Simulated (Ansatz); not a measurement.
## Electronic structure of Cl2GaH2Si (charge +1) in real space

```xyz
6

Cl    0.8990    1.3763   -0.5940
Cl   -1.4739   -0.7361    0.2811
Ga   -0.9284    1.7798    1.6293
Si    0.0652   -0.4844   -1.1419
H    -0.5414   -0.3559   -2.4768
H     1.0759   -1.5344   -0.9361
```

Geometry: B3LYP-D3(BJ)/def2-SVP.

Computed with isolated molecule in a Gaussian basis; Kohn-Sham density functional theory, functional PBE0 in Ansatz.

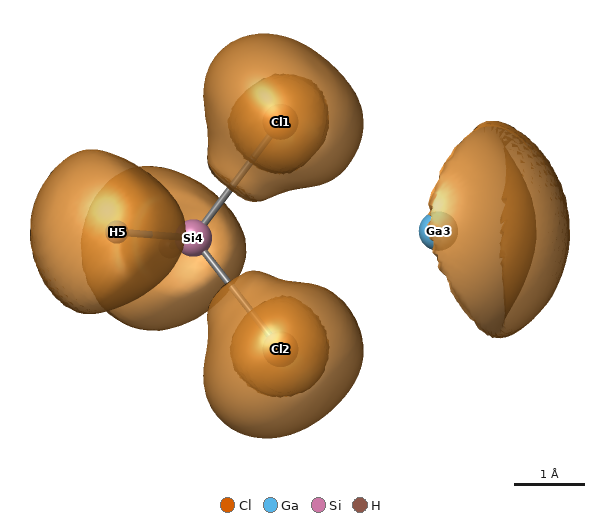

Figure 1. Isosurface of the ELF at 0.75 (orange), seen at a tilt. Only the valence region is drawn (cores and ρ < 0.01 e/Å³ removed).

**What do the ELF domains correspond to?**

At this value the surface marks out two regions around hydrogen nuclei, two regions on Cl in which the atom's valence shell and bonds are merged and one lobe on Ga, pointing away from the bonds (lone pairs). Along the contacts the grid gives the following. Ga3···Cl1 (2.91 Å): the ELF peaks at about 0.90 in the valence shell of Cl, 0.8 Å from its nucleus, and is about 0.25 at the midpoint. Si–Cl (2.11 Å): the ELF peaks at about 0.85 between the atoms, as expected for a polar covalent bond.

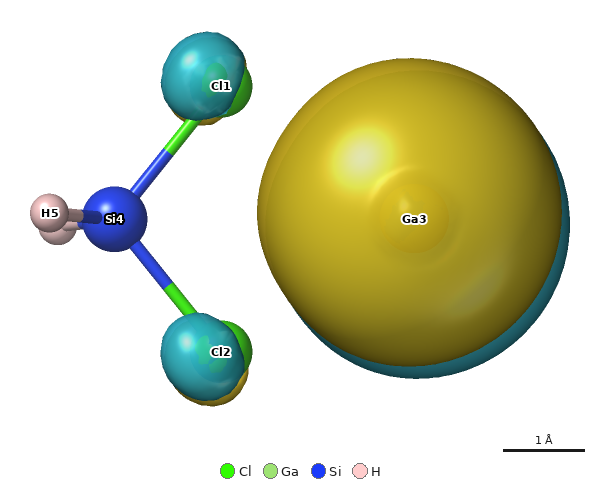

Figure 2. The LUMO at ±0.06 Å⁻³ᐟ² (yellow and cyan are the two phases), seen across its widest extent.

**What is the character of this orbital?**

Its weight (Hirshfeld) is mainly on Ga3 (about 95 %). Its energy is −6.82 eV.

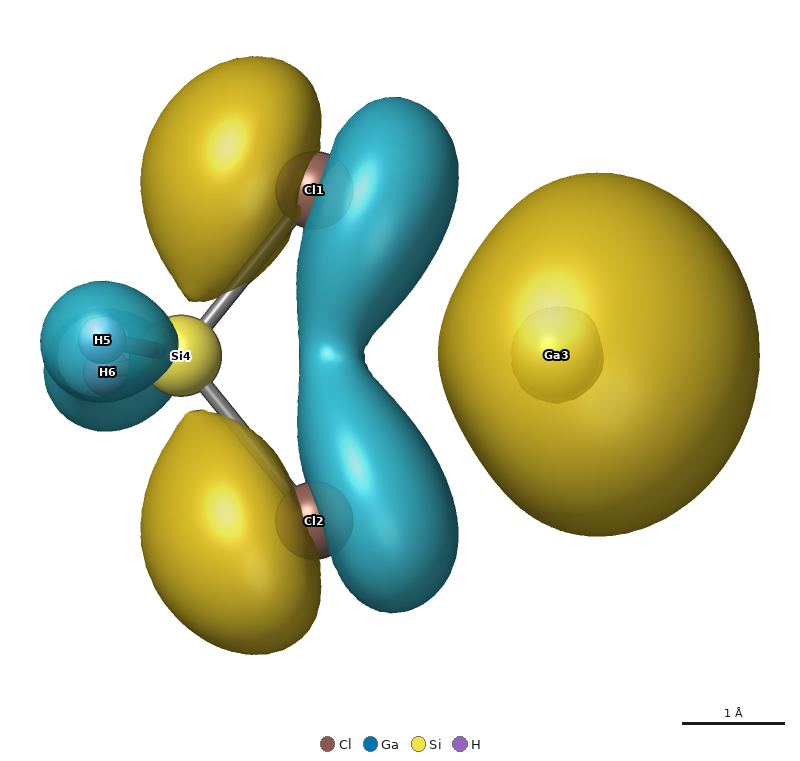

Figure 3. One frontier orbital at ±0.06 Å⁻³ᐟ² (yellow and cyan are the two phases), seen across its widest extent.

**Which orbital is it: HOMO or LUMO?**

The HOMO, at −13.68 eV. It lies mainly on Ga3 (about 50 %), Cl1 (about 20 %) and Cl2 (about 20 %).
